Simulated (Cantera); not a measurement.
Charge: 1 mol CuO, 3.4 mol CH₄, 0.38 mol H₂, held at 21.0 Pa.

Cantera equilibrium calculation (NASA polynomials, part measured and part estimated; ideal gas, pure solids and liquids). Candidate condensed phases: C, C₆H₆, C₇H₈, C₈H₁₈, Cu, CuO, Cu(OH)₂, Cu₂O, H₂O; 113 gas species. Rates play no part.

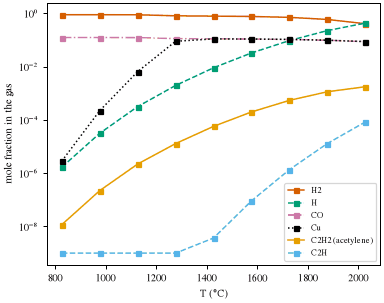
Equilibrium gas composition (values under 1e-9 drawn at 1e-9)

From 827 °C to 977 °C the condensed part is C(graphite) + Cu(s). From 1127 °C to 1277 °C the condensed part is C(graphite) + Cu(l). From 1427 °C to 2027 °C the condensed part is C(graphite). The main Cu-bearing gas is Cu throughout.
